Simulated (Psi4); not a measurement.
# BCl (SMILES [B]Cl) at DSD-PBEP86/def2-TZVPPD (density fitting for correlation)

What is the vertical ionisation energy of BCl at DSD-PBEP86/def2-TZVPPD (density fitting for correlation)? 

Program for the calculation: Psi4 1.11.

## (1) The structure to begin with

BCl has 2 atoms, charge 0, and is taken as a singlet. As SMILES, `[B]Cl`. The shape is that of a PBE0-D4/def2-TZVP optimisation.

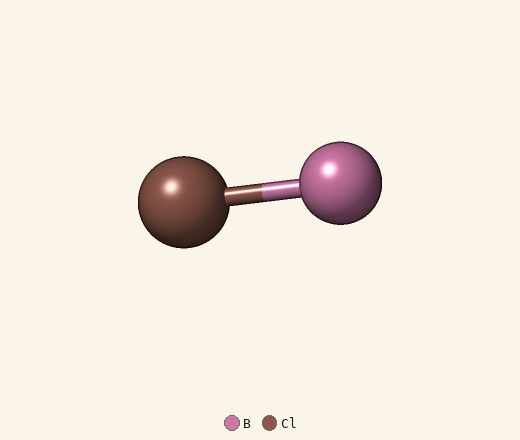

The structure, seen from a chosen angle (boron pink, chlorine brown).

## (2) The energy at DSD-PBEP86/def2-TZVPPD (density fitting for correlation)

Contents of calc.py:

```python
import psi4

psi4.set_memory('1600 MB')
psi4.set_num_threads(1)
psi4.core.set_output_file('run.log', False)

mol = psi4.geometry("""
0 1
B      0.00000000     0.00000000    -0.13163832
Cl     0.00000000     0.00000000     3.11462770
units bohr
symmetry c1
no_reorient
no_com
""")

options = {'basis': 'def2-TZVPPD', 'puream': True, 'e_convergence': 1e-09, 'd_convergence': 1e-08, 'scf_type': 'pk', 'dft_radial_points': 99, 'dft_spherical_points': 590, 'num_frozen_docc': 6}
psi4.set_options(options)

E = psi4.energy('dsd-pbep86', molecule=mol)
print(f'dsd-pbep86 energy: {E:.10f} Eh')
for k, v in sorted(psi4.core.scalar_variables().items()):
    print(f'{k:45s} {v:18.10f}')
```

On the command line:

```
python calc.py
```

run.log:

```text
[...]
  Running in c1 symmetry.
[...]
  Nuclear repulsion =   26.183929313346905
[...]
  Multiplicity = 1
[...]
  Nalpha       = 11
  Nbeta        = 11
[...]
    Number of basis functions: 88
[...]
   @RKS iter   1:  -484.48397749842877   -4.21739e-01   1.99881e-03 ADIIS/DIIS
[...]
   @RKS iter  10:  -484.49214136504207   -8.52651e-13   1.17658e-09 DIIS
[...]
    Orbital Energies [Eh]
    ---------------------
    Doubly Occupied:
       1A   -103.723757     2A    -10.230664     3A     -7.794254
       4A     -7.792696     5A     -7.792696     6A     -7.416605
       7A     -1.072069     8A     -0.621286     9A     -0.484125
      10A     -0.484125    11A     -0.344580
[...]
  @RKS Final Energy:  -484.49214136504207
   => Energetics <=
    Nuclear Repulsion Energy =             26.1839293133469049
    One-Electron Energy =                -719.3613365604370529
    Two-Electron Energy =                 217.8108879232751747
    DFT Exchange-Correlation Energy =      -9.1256220412270803
    Empirical Dispersion Energy =           0.0000000000000000
    VV10 Nonlocal Energy =                  0.0000000000000000
    Total Energy =                       -484.4921413650420732
[...]
 Multipole Moments:
 ------------------------------------------------------------------------------------
     Multipole            Electronic (a.u.)      Nuclear  (a.u.)        Total (a.u.)
 ------------------------------------------------------------------------------------
 L = 1.  Multiply by 2.5417464519 to convert [e a0] to [Debye]
 Dipole X            :          0.0000000            0.0000000            0.0000000
 Dipole Y            :          0.0000000            0.0000000            0.0000000
 Dipole Z            :        -51.7022005           52.2904793            0.5882788
 Magnitude           :                                                    0.5882788
[...]
```

Standard output:

```text
dsd-pbep86 energy: -484.6325835597 Eh
CURRENT ENERGY                                   -484.6325835597
CURRENT REFERENCE ENERGY                         -484.4921413650
DD SOLVATION ENERGY                                 0.0000000000
DFT FUNCTIONAL TOTAL ENERGY                      -484.4921413650
DFT TOTAL ENERGY                                 -484.6325835597
DFT VV10 ENERGY                                     0.0000000000
DFT XC ENERGY                                      -9.1256220412
DOUBLE-HYBRID CORRECTION ENERGY                    -0.1404421946
DSD-PBEP86 DOUBLE-HYBRID CORRECTION ENERGY         -0.1404421946
DSD-PBEP86 TOTAL ENERGY                          -484.6325835597
GRID ELECTRONS ALPHA                               11.0000000291
GRID ELECTRONS BETA                                11.0000000291
GRID ELECTRONS TOTAL                               22.0000000582
NUCLEAR REPULSION ENERGY                           26.1839293133
ONE-ELECTRON ENERGY                              -719.3613365604
PCM POLARIZATION ENERGY                             0.0000000000
PE ENERGY                                           0.0000000000
SCF ITERATION ENERGY                             -484.4921413650
SCF ITERATIONS                                     10.0000000000
SCF TOTAL ENERGY                                 -484.4921413650
TWO-ELECTRON ENERGY                               217.8108879233
XC GRID RADIAL POINTS                              99.0000000000
XC GRID SPHERICAL POINTS                          590.0000000000
XC GRID TOTAL POINTS                           113934.0000000000
```

Run time: 6.3 s. Hardware: 1 thread of Intel Xeon Platinum 8259CL at 2.50GHz (Skylake/Cascade Lake), shared host; peak memory 0.58 GiB.

## (3) The doublet cation at the same level

Contents of input.json:

```json
{
 "schema_name": "qcschema_input",
 "schema_version": 1,
 "molecule": {
  "schema_name": "qcschema_molecule",
  "schema_version": 2,
  "symbols": ["B", "Cl"],
  "geometry": [0.0, 0.0, -0.13163832, 0.0, 0.0, 3.1146277],
  "molecular_charge": 1,
  "molecular_multiplicity": 2,
  "fix_symmetry": "c1",
  "fix_com": true,
  "fix_orientation": true
 },
 "driver": "energy",
 "model": {
  "method": "dsd-pbep86",
  "basis": "def2-TZVPPD"
 },
 "keywords": {
  "reference": "uks",
  "puream": true,
  "e_convergence": 1e-09,
  "d_convergence": 1e-08,
  "scf_type": "pk",
  "dft_radial_points": 99,
  "dft_spherical_points": 590,
  "num_frozen_docc": 6,
  "maxiter": 100
 }
}
```

On the command line:

```
psi4 --qcschema input.json -n 1 --memory 1600MB
```

stdout:

```text
[...]
  Running in c1 symmetry.
[...]
  Nuclear repulsion =   26.183929313346905
[...]
  Multiplicity = 2
[...]
  Nalpha       = 11
  Nbeta        = 10
[...]
    Number of basis functions: 88
[...]
   @UKS iter   1:  -484.09883350842301   -3.65947e-02   2.72789e-03 ADIIS/DIIS
[...]
   @UKS iter  13:  -484.14284870171866   -5.28644e-12   3.79410e-09 DIIS
[...]
   @S^2 Observed:                7.588895267E-01
[...]
    Orbital Energies [Eh]
    ---------------------
    Alpha Occupied:
       1A   -104.019925     2A    -10.520499     3A     -8.087386
       4A     -8.081159     5A     -8.081159     6A     -7.819967
       7A     -1.345772     8A     -0.913188     9A     -0.749188
      10A     -0.743258    11A     -0.743258
    Alpha Virtual:
      12A     -0.298902    13A     -0.298902    14A     -0.123577
      15A     -0.106668    16A     -0.075009    17A     -0.075009
      18A     -0.051357    19A     -0.040958    20A     -0.034891
      21A     -0.034891    22A      0.005285    23A      0.005285
      24A      0.055965    25A      0.070803    26A      0.070803
[...]
  @UKS Final Energy:  -484.14284870171866
   => Energetics <=
    Nuclear Repulsion Energy =             26.1839293133469049
    One-Electron Energy =                -712.8526508282905070
    Two-Electron Energy =                 211.5635157495200929
    DFT Exchange-Correlation Energy =      -9.0376429362951480
    Empirical Dispersion Energy =           0.0000000000000000
    VV10 Nonlocal Energy =                  0.0000000000000000
    Total Energy =                       -484.1428487017186626
[...]
 Multipole Moments:
 ------------------------------------------------------------------------------------
     Multipole            Electronic (a.u.)      Nuclear  (a.u.)        Total (a.u.)
 ------------------------------------------------------------------------------------
 L = 1.  Multiply by 2.5417464519 to convert [e a0] to [Debye]
 Dipole X            :         -0.0000000            0.0000000           -0.0000000
 Dipole Y            :         -0.0000000            0.0000000           -0.0000000
 Dipole Z            :        -51.4364711           52.2904793            0.8540082
 Magnitude           :                                                    0.8540082
[...]
```

The result, in JSON:

```text
{
 "driver": "energy",
 "model": {
  "method": "dsd-pbep86",
  "basis": "def2-TZVPPD"
 },
 "success": true,
 "return_result": -484.26650723052785,
 "properties": {
  "calcinfo_nbasis": 88,
  "calcinfo_nmo": 88,
  "calcinfo_nalpha": 11,
  "calcinfo_nbeta": 10,
  "calcinfo_natom": 2,
  "nuclear_repulsion_energy": 26.183929313346905,
  "return_energy": -484.26650723052785,
  "scf_one_electron_energy": -712.8526508282905,
  "scf_two_electron_energy": 211.5635157495201,
  "scf_xc_energy": -9.037642936295148,
  "scf_dipole_moment": [-6.787609651913556e-11, -5.609460174588179e-10, 0.8540081635717627],
  "scf_total_energy": -484.14284870171866,
  "scf_iterations": 13
 }
}
```

It took 9.6 s on 1 thread of Intel Xeon Platinum 8259CL at 2.50GHz (Skylake/Cascade Lake), shared host; peak memory 0.58 GiB.

## (4) What came out

Level: DSD-PBEP86/def2-TZVPPD (density fitting for correlation), 6 core orbitals frozen.

| quantity | value |
| --- | --- |
| singlet BCl: total energy | -484.63258 Eh |
| singlet BCl: HOMO energy (SCF part's orbitals) | -9.38 eV |
| singlet BCl: LUMO energy (SCF part's orbitals) | 0.26 eV |
| singlet BCl: HOMO–LUMO gap (SCF part's orbitals) | 9.64 eV |
| doublet cation: total energy | -484.26651 Eh |
| doublet cation: HOMO energy (SCF part's orbitals) (highest over α and β) | -20.23 eV |
| doublet cation: LUMO energy (SCF part's orbitals) (lowest over α and β) | -9.68 eV |
| doublet cation: ⟨S²⟩ | 0.759 |
| vertical ionisation energy (to the doublet cation) | 9.961 eV |

In words: The vertical ionisation energy comes to 9.96 eV (961 kJ/mol). The negative HOMO energy of the first species, 9.38 eV, lies 0.58 eV below that difference.
